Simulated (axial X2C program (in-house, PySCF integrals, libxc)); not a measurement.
# ZrN⁻: relativistic diatomic calculation

- system: ZrN⁻, single determinant with Ω = 0.
- method: HF, two-component X2C with atomic mean-field Coulomb and Gaunt terms, Zr dyall-acv3z, N dyall-av3z (cores contracted) (axial X2C program (in-house, PySCF integrals, libxc))

Input:
```
{"zs": [40, 7], "q": -1, "bas": ["dyall-acv3z", "dyall-av3z"], "levels": ["PBE0", "HF", "BP86"], "cc": true, "r0": 1.87, "thr": -1.0, "nmax": 90, "npts": 10, "nst": 2, "ntry": 6}
```

The line is the task of a batch: nuclear charges, charge, bases, the levels to run, a first guess of the distance and further settings. This report covers HF with spin-orbit coupling. The log is that of the reference distance 1.703 Å.

The run was one of a batch that the task file lists, launched with:
```bash
python <driver script> task.json out
```

Output:
```
two-component X2C + atomic mean field  HF
basis functions 227  fitting functions 1050  grid points 5076
iter        total energy     max residual
   1      -3649.322255316     2.63e-01
   2      -3649.346046801     8.97e-03
   3      -3649.345154552     1.52e-02
   4      -3649.349408803     1.87e-03
   5      -3649.349574220     6.19e-04
   6      -3649.349608812     2.96e-04
   7      -3649.349618241     7.36e-05
   8      -3649.349619074     1.90e-05
   9      -3649.349619144     9.60e-06
  10      -3649.349619159     5.91e-06
  11      -3649.349619164     2.89e-06
  12      -3649.349619165     1.43e-06
converged
one-electron -5218.57363542  Coulomb 1603.46442138  exact exchange -119.64527624  xc functional 0.00000000  nuclear repulsion 87.00506110  atomic mean-field constant -1.60018999
correlated 10  virtual 326  natural virtual 90  E(MP2) -0.369201004  MP2 remainder -0.020081227
iter   CCSD correlation   residual
   1     -0.297261702   3.08e-01
   2     -0.321825904   1.74e-01
   3     -0.326372765   5.41e-02
   4     -0.326591214   2.47e-02
   5     -0.326899384   7.83e-03
   6     -0.326886482   2.81e-03
   7     -0.326846556   1.11e-03
   8     -0.326859291   3.89e-04
   9     -0.326866397   1.41e-04
  10     -0.326862890   6.62e-05
  11     -0.326864911   3.78e-05
  12     -0.326864844   2.04e-05
  13     -0.326864579   1.19e-05
  14     -0.326864708   7.22e-06
  15     -0.326864507   3.78e-06
  16     -0.326864571   1.73e-06
  17     -0.326864550   7.89e-07
  18     -0.326864548   3.60e-07
(T) -0.024523944542314068  T1 0.0495  D1 0.0785  max T2 0.178
```

The points of the curve:

| R (Å) | E (hartree) | dipole (D; origin at the first atom, positive when the second is positive) | highest filled (eV) | lowest empty (eV) |
| --- | --- | --- | --- | --- |
| 1.482 | −3649.304298 | 2.07 | −0.70 | 1.95 |
| 1.550 | −3649.333198 | 0.88 | −0.84 | 1.96 |
| 1.601 | −3649.345009 | 0.01 | −0.95 | 1.96 |
| 1.652 | −3649.350066 | −0.83 | −1.06 | 1.96 |
| 1.703 | −3649.349619 | −1.63 | −1.16 | 1.96 |
| 1.763 | −3649.343527 | −2.50 | −1.29 | 1.96 |
| 1.822 | −3649.332733 | −3.30 | −1.41 | 1.96 |
| 1.899 | −3649.313736 | −4.23 | −1.55 | 1.96 |
| 1.992 | −3649.285177 | −5.21 | −1.71 | 1.96 |
| 2.129 | – | – | −1.43 | 1.96 |

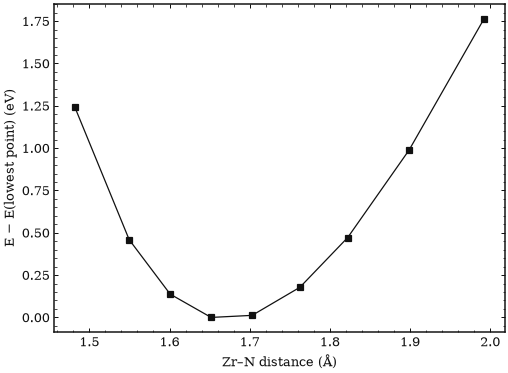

**Figure 1.** Energy at 9 bond lengths, for one set of occupations held fixed; the line joins the points. A polynomial of degree 6 through 9 points gives rₑ = 1.672 Å, ωₑ = 1086 cm⁻¹, ωₑxₑ = 2.4 cm⁻¹ and Bₑ = 0.4974 cm⁻¹. The minimum lies 2.25 eV below Zr⁻ + N, each computed as one determinant at the same level. 1 further points did not converge.

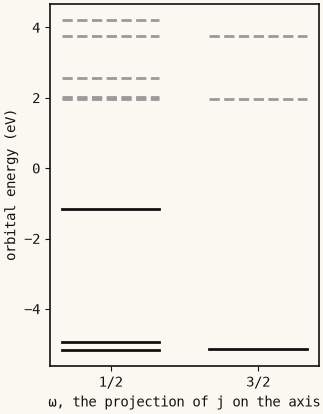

**Figure 2.** Orbital energies near the frontier at 1.70 Å, filled (solid) and empty (dashed); the Kramers partners at −ω are degenerate and not drawn. The highest filled spinor (1/2; 66 % Zr s, 16 % Zr p) lies at −1.16 eV, the lowest empty one (3/2; 100 % Zr p) at 1.96 eV.

Results in brief:

| quantity | value |
| --- | --- |
| outcome | converged |
| bond length rₑ | 1.672 Å |
| ωₑ | 1086 cm⁻¹ |
| energy at the minimum | −3649.35049 hartree |
| depth below the fragments | 2.25 eV |
| hardware | 1 thread of Arm Neoverse V1, 112 GiB of memory available, shared host |
| wall time | 7.4 s |
| peak memory | 0.7 GiB |

Notes:

Hartree–Fock lacks correlation, so it usually binds too weakly. Limits: some points did not converge.
